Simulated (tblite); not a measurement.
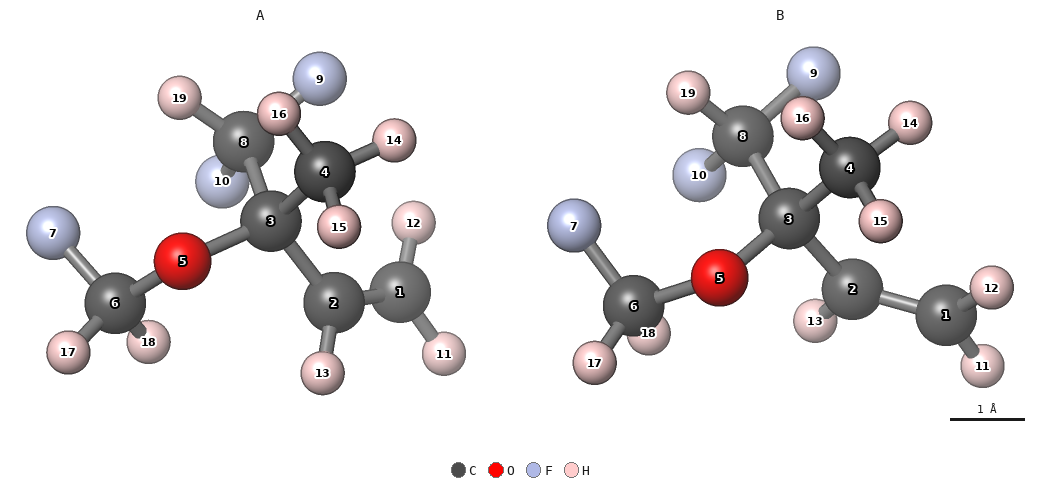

Two geometries of C6H9F3O, drawn at one scale. One is the start of a relaxation, the other its converged end. A ball-and-stick model, seen from a free direction.

Method: GFN2-xTB geometry optimisation, gas phase (tblite 0.8.0). 

### Which of the two is the end point?

Structure A is the relaxed one. After 177 geometry steps the energy has fallen by 25.9 kJ/mol. The largest move after the best rigid fit is that of H12, 2.31 Å. Largest moves by element: H 2.31 Å, C 0.82 Å, F 0.59 Å, O 0.32 Å. Among the contacts that change: O5–C6 1.421 → 1.368 Å, C2–C3 1.544 → 1.511 Å, C6–F7 1.354 → 1.379 Å, C4–H15 1.105 → 1.086 Å. Bond angles that change, for instance: O5–C3–C8 115.1° → 109.5°, C1–C2–H13 117.2° → 121.2°, H15–C4–H16 104.9° → 108.8°. Groups turn about C2–C3 by about 95°.
